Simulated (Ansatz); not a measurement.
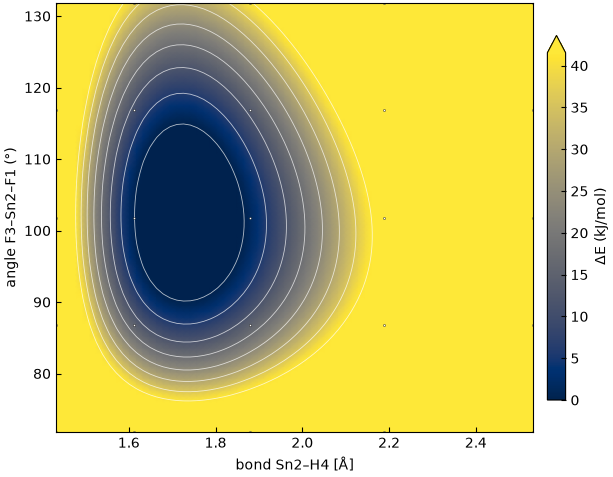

F₂HSn, SMILES [F][SnH][F], spin multiplicity 2. Two internal coordinates are moved rigidly from the geometry relaxed at PBE0-D4/def2-TZVP, all others fixed. The first coordinate is: bond Sn2–H4; the second: angle F3–Sn2–F1. The grid has 5 × 5 points. All energies are given in kJ/mol relative to the lowest grid point. Theory: UHF-CCSD(T), frozen core/def2-TZVPP (Ansatz).

Drawn: a smooth colour map with a few white contour lines, dots at the grid points, one colour for all values above the top of the scale. Between grid points the surface is interpolated.

> Where is the minimum, and how stiff is the well along each coordinate?

The interpolated minimum is at bond Sn2–H4 ≈ 1.727 Å, angle F3–Sn2–F1 ≈ 101.4°. The curvatures there are about 13 eV/Å² and 3.5 eV/rad², with a cross term of about 0.2 eV/(Å·rad). Round the minimum the two coordinates are nearly uncoupled. (1 eV is 96.5 kJ/mol.)
